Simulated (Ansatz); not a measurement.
# Cl2HSi (charge +1): what the fields show

The calculation's input:

```
crystal:
  periodic: [false, false, false]
  atoms:
    - {symbol: Cl, position_ang: [-0.315086, -1.018960, 1.562870]}
    - {symbol: Si, position_ang: [-1.474328, 0.090987, 0.378043]}
    - {symbol: Cl, position_ang: [0.316851, 0.742975, -1.289010]}
    - {symbol: H, position_ang: [1.362774, 0.146852, -0.815217]}
basis:
  gaussian: {orbitals: def2-TZVPP}
total_charge: 1
hamiltonian: {xc: pbe0, dispersion: d4}
output: {orbitals: {seedname: orbitals}}
```

Launched as:

```sh
ansatz run in.yaml --threads 2 --pin off --events-out ev --progress --plain --max-ram 4352MiB
```

Geometry: PBE0-D4/def2-TZVP.

Theory: Ansatz 0.2.0, RKS PBE0-D4/def2-TZVPP.

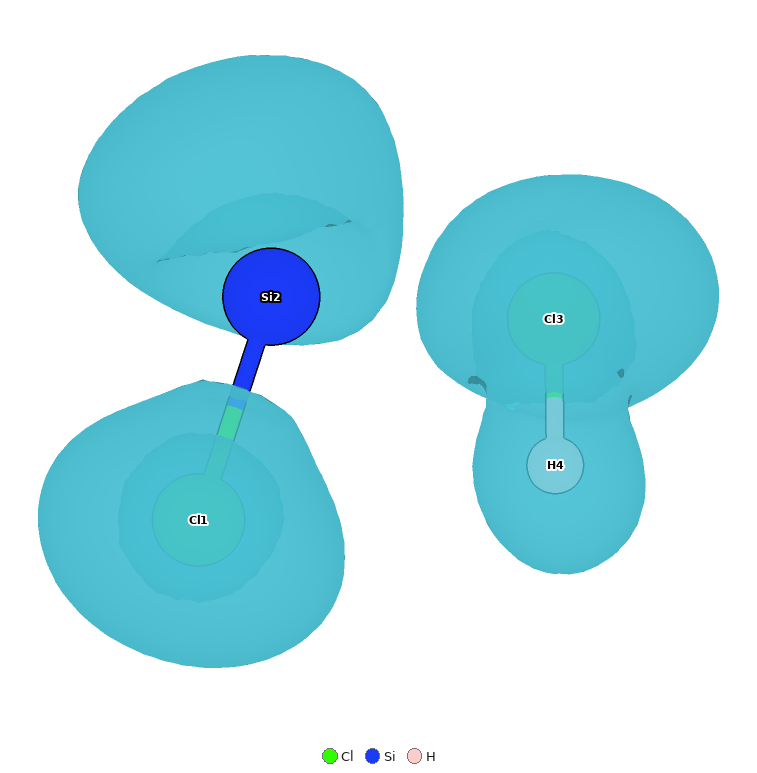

Figure 1. Isosurface of the ELF at 0.75 (cyan), seen at a tilt. Only the valence region is drawn (cores and ρ < 0.01 e/Å³ removed).

Describe the localisation domains.

Answer. At this value the surface marks out one region on Cl in which the atom's valence shell and bonds are merged, one lobe on Si, pointing away from the bonds (lone pairs) and one joined region spread over several atoms (Cl, H), in which their bonds and any lone pairs are merged. Profiles from the grid: Si–Cl (1.99 Å): the ELF peaks at about 0.85 between the atoms; a polar covalent bond. Cl–H (1.29 Å): the ELF climbs to about 1 towards the hydrogen, as it does in any bond to H; a covalent bond by its length.

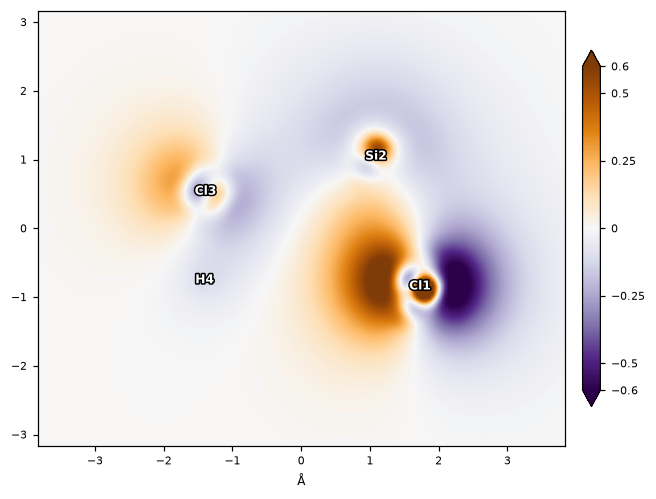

Figure 2. The HOMO−1 on the molecular plane (values in Å⁻³ᐟ²; the overall sign is arbitrary).

What is the character of this orbital?

Answer. By Hirshfeld shares it lies mainly on Cl1 (about 70 %), Si2 (about 20 %) and Cl3 (about 10 %); it is symmetric in the molecular plane (an in-plane orbital: σ, lone-pair or in-plane π type). Its energy is −15.76 eV.

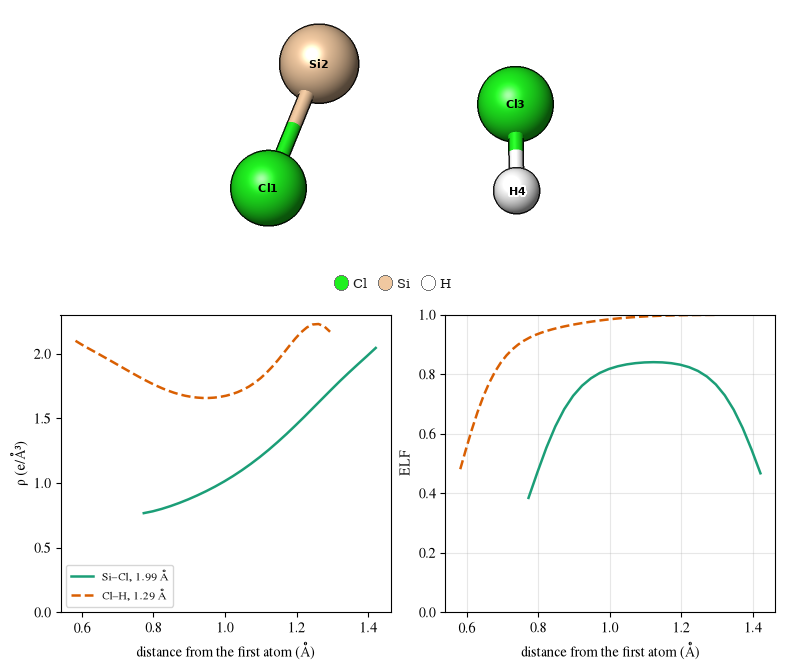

Figure 3. Total electron density and electron localisation function along straight lines between neighbouring atoms. The curves leave out the atomic cores. The structure is drawn too.

Compare the contacts.

Answer. Si–Cl (1.99 Å): the density is about 1 e/Å³ at the midpoint; the ELF peaks at about 0.85 between the atoms; a shared but strongly polarised pair.
Cl–H (1.29 Å): ρ at the midpoint is about 2 e/Å³; the ELF climbs to about 1 towards the hydrogen; a covalent bond by its length.
